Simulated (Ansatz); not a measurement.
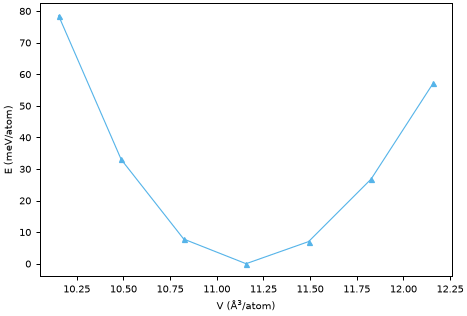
ZrO$_{2}$ (fluorite, Fm-3m) under volume change, plane-wave PAW PBE (Ansatz code), scaled uniformly.

Q: What does a third-order Birch–Murnaghan fit give for V₀, B₀ and B′?

A: V₀ = 11.16 Å³/atom, B₀ = 236 GPa, B′ = 4.2.

This is a known high-temperature phase of the composition, computed here at zero pressure and temperature. Symmetry was held in the PBE relaxation; its stability against distortions is not shown here. No spin polarisation was allowed.

Potentials: the later of the program's two PAW sets.
